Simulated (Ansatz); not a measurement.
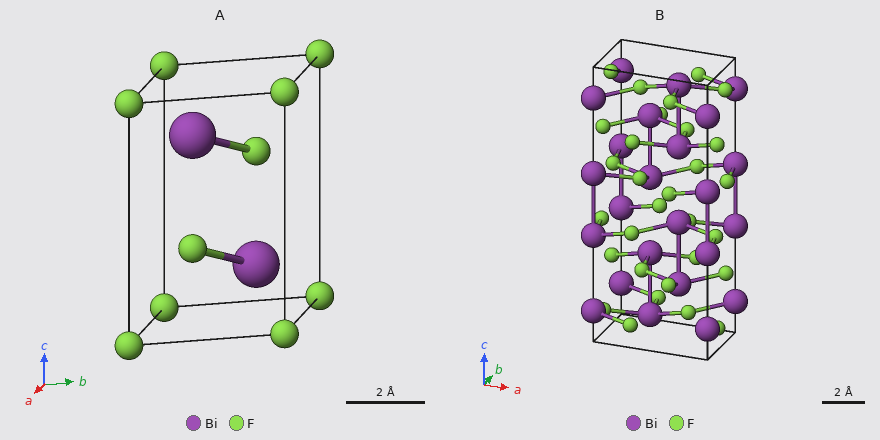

Two structures of Bi$_{2}$F$_{3}$, each relaxed to rest (conventional cells in solid outline, small ones repeated, not to one scale). Method: Ansatz 0.2.0, DFT PBE, scalar-relativistic, plane waves, PAW, without spin polarisation.

Describe A and B.

A: 5 atoms a cell on a primitive hexagonal lattice, P-3m1. B: corundum, R-3c.

Which polymorph does the calculation favour, and by how much?

B is lower, by 143 meV/atom at this level of theory (energies at zero smearing). Volumes: A 19.4, B 20.3 Å³/atom.

One or both may be structure types tried for this composition rather than known phases.
